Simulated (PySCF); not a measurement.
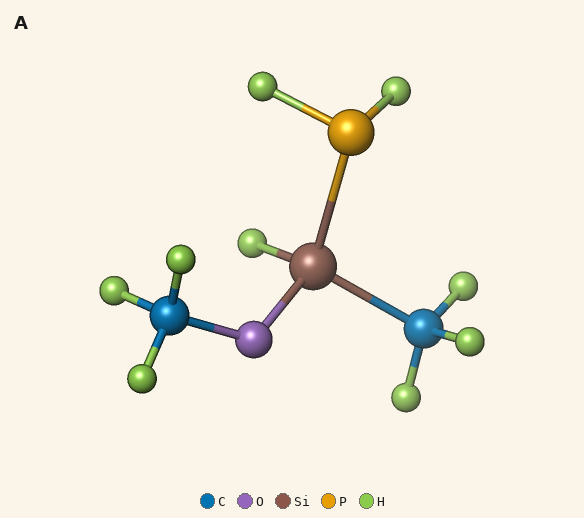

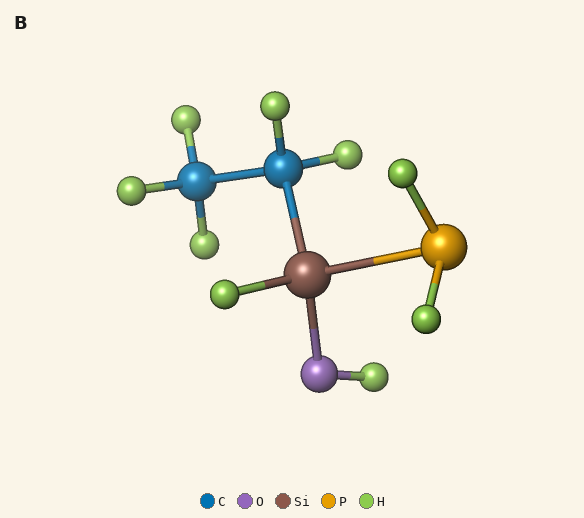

2 stationary structures of one formula. Geometries: PBE0-D3(BJ)/def2-SVP. Electronic energies: PBE0-D3(BJ)/def2-SVP (PySCF 2.14.0), without zero-point energy. No frequency run is at hand to confirm each as a minimum. Each is one conformer, not always the lowest.

Question: Are they conformers, stereoisomers or constitutional isomers?

Answer: They are constitutional isomers of C2H9OPSi: A `CO[Si@H](C)P`, B `CC[Si@@H](O)P`.

Question: Which is lowest in energy, and by how much?

Answer: B is lowest; A lies 34.7 kJ/mol above it.
